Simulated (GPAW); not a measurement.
**revPBE/plane waves (scalar-relativistic datasets) run of CH4OSSi (SMILES O=C([SiH3])S)**

We compute the atomisation energy of CH4OSSi. Input form: an ASE script.

The calculation is run with GPAW 26.7.0.

3 further runs of the same task are left out: 2 that didn't finish, 1 set aside as unsound or not needed.

### 1 The system as given

CH4OSSi: 8 atoms, total charge 0, spin state singlet. SMILES: `O=C([SiH3])S`. Geometry: relaxed at GFN2-xTB. This is one conformer, not always the lowest.

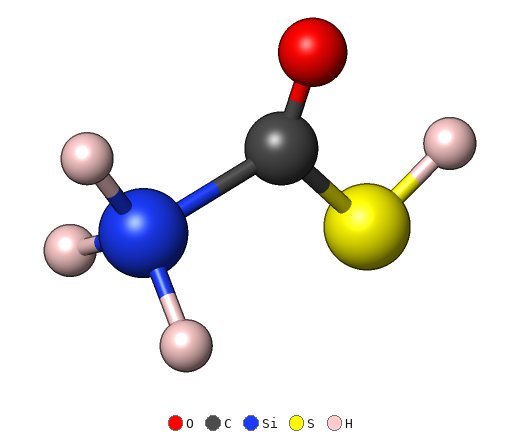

The structure, seen from a chosen angle (oxygen red, carbon dark grey, silicon blue, sulfur yellow, hydrogen pink).

### 2 The atomisation energy at revPBE/plane waves (scalar-relativistic datasets)

Input file mol.xyz:

```xyz
8

O     -1.213040    -0.395790     1.335010
C     -0.447000    -0.395980     0.412920
Si     0.513040     1.118710    -0.276650
S     -0.105070    -1.925620    -0.461400
H      0.142150     1.224020    -1.685380
H      0.089380     2.264390     0.517870
H      1.929930     0.801950    -0.119560
H     -0.909390    -2.691690     0.277190
```

Input file run.py:

```python
from ase import Atoms
from ase.io import read
from gpaw import GPAW, PW

# Set up the molecule
system = read("mol.xyz")
system.center(vacuum=4.5)

# Calculator
calculator = GPAW(mode={"name": "pw", "ecut": 400},
                  symmetry="off",
                  xc="revPBE",
                  maxiter=100,
                  txt="-")
system.calc = calculator

e = system.get_potential_energy()
e_mol = {"revPBE": e}

# Atoms
e_atom = {}
for symbol in sorted(set(system.symbols)):
    atom = Atoms(symbol, cell=system.cell, pbc=system.pbc)
    atom.center()
    atom.calc = GPAW(mode=PW(400),
                     xc="revPBE",
                     maxiter=150,
                     symmetry="off",
                     hund=True,
                     txt=f'{symbol}_atom.txt')
    e = atom.get_potential_energy()
    e_atom[symbol] = {"revPBE": e}

atomisation = {xc: sum(e_atom[x][xc] for x in system.symbols) - e_mol[xc] for xc in e_mol}
for xc, de in atomisation.items():
    print(f'{xc:32} {de:9.3f} eV')
```

Command:

```
$ python run.py > run.log
```

What it wrote:

```text
[...]
  mode=PW(ecut=400),
[...]
Number of symmetries: 1
[...]
  Number of IBZ points: 1
[...]
Cutoff: 400.0 eV
Spin-components: 1 (collinear spins)
Bands:           19
[...]
  Valence electrons: 24.0
[...]
  Grid points: [60 70 56]
  Charge: 0.0  # |e|
[...]
    cutoffs:
[...]
occupation numbers:
  # Zero width
[...]
xc functional:
  name: revPBE with 2 nearest neighbor stencil
[...]
|iter     |     time |      energy | eigst |  dens |
[...]
|iter:   1| 00:00:02 |  -37.394663 | +0.39 |       |
[...]
|iter:  10| 00:00:14 |  -35.467578c| -7.52c| -4.07c|
Converged in 10 steps
[...]
Energy contributions relative to reference atoms: (reference = -21871.209935)
Energy contributions:
  Kinetic:          40.370117
  Coulomb:         -41.378822
  Zero:             -0.105017
  External:          0.000000
  Xc:              -34.353857
  Entropy:           0.000000
  Spinorbit:         0.000000
  ----------------------------
  Free energy:     -35.467578
  Extrapolated:    -35.467578
dipole moment: (0.195028, 0.094382, -0.204901)  # |e|*Ang
Fermi level: -3.839
Eigenvalues  # (at kpt = [0.000, 0.000, 0.000])
| band index |      eig [eV] | occ [0-2] |
|------------|---------------|-----------|
|          0 |       -26.784 |     2.000 |
|        ... |               |           |
|          4 |       -11.022 |     2.000 |
|          5 |       -10.324 |     2.000 |
|          6 |       -10.191 |     2.000 |
|          7 |        -8.905 |     2.000 |
|          8 |        -8.690 |     2.000 |
|          9 |        -8.670 |     2.000 |
|         10 |        -6.365 |     2.000 |
|         11 |        -5.581 |     2.000 |
|         12 |        -2.098 |     0.000 |
|         13 |        -0.886 |     0.000 |
[...]
Gap: 3.483 eV
Transition (v -> c):
  (s=0, k=0, n=11, [0.00, 0.00, 0.00]) -> (s=0, k=0, n=12, [0.00, 0.00, 0.00])
No difference between direct/indirect transitions
vacuum-level: 0.321  # V
revPBE                              27.553 eV
```

It took 68 s on 1 thread of Arm Neoverse V1, shared host; peak memory 1.8 GiB.

### 3 Outcome

Level: revPBE/plane waves (scalar-relativistic datasets).

| quantity | value |
| --- | --- |
| energy as printed (from the program's reference atoms) | -35.4676 eV |
| dipole moment | 1.43 D |
| HOMO energy (from the vacuum level) | -5.90 eV |
| LUMO energy (from the vacuum level) | -2.42 eV |
| HOMO–LUMO gap | 3.48 eV |
| atomisation energy (program's own) | 27.55 eV |
